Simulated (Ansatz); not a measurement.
System (SMILES): [Ge][F] (F-Ge), doublet.
Atoms: Ge1, F2. Bonds: Ge1-F2.

Basis-set convergence of the optimised Ge1-F2 bond length at B3LYP with Ansatz (an electronic-structure program). Cartesian d functions, on some or all atoms, in 6-31G; all else is spherical. The program fits the integrals of some runs and decomposes those of others, by size. Open shells are unrestricted. No added dispersion term, no relativity. Reference: the value in pcseg-4, 1.7654 Å, itself unsure by roughly 0.0005 Å (its mean distance from aug-pcseg-3, aug-cc-pVQZ, cc-pV5Z). Deviations are taken from unrounded values.

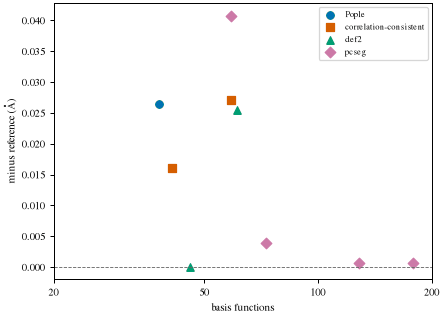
*Deviation from the reference against the number of basis functions, by family of sets.*

| basis | functions | optimised Ge1-F2 bond length (Å) | minus reference (Å) |
|---|---|---|---|
| 6-31G | 38 | 1.7919 | 0.0265 |
| cc-pVDZ | 41 | 1.7815 | 0.0161 |
| def2-SVP | 46 | 1.7655 | 0.0000 |
| aug-cc-pVDZ | 59 | 1.7925 | 0.0271 |
| aug-pcseg-1 | 59 | 1.8062 | 0.0407 |
| def2-SVPD | 61 | 1.7908 | 0.0254 |
| pcseg-2 | 73 | 1.7693 | 0.0039 |
| pcseg-3 | 128 | 1.7661 | 0.0007 |
| aug-pcseg-3 | 178 | 1.7661 | 0.0006 |
